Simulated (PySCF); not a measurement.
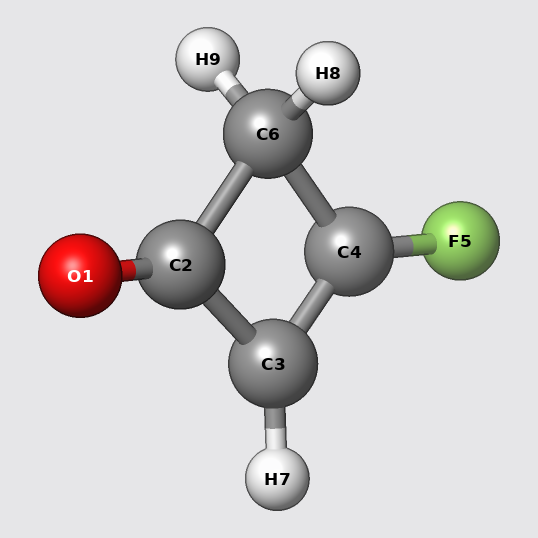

Computed geometry: GFN2-xTB optimisation. No frequency run is at hand to confirm it as a minimum. Properties computed with B3LYP/pcJ-1 indirect spin-spin coupling, non-relativistic, gas phase (PySCF 2.14.0). Isotopes: 13C, 19F, 1H, 17O.

Give the spin–spin coupling constants of these pairs, with the number of bonds between them: C3/H7, O1/C6, C2/H9, C4/H7, C2/F5, C6/H7.

```csv
pair,bonds apart,J (Hz)
"C3, H7",1,185.1
"O1, C6",2,−2.1
"C2, H9",2,−6.0
"C4, H7",2,−1.5
"C2, F5",3,42.2
"C6, H7",3,13.2
```

Density functionals are unreliable for couplings to fluorine, so those rows may be far off.
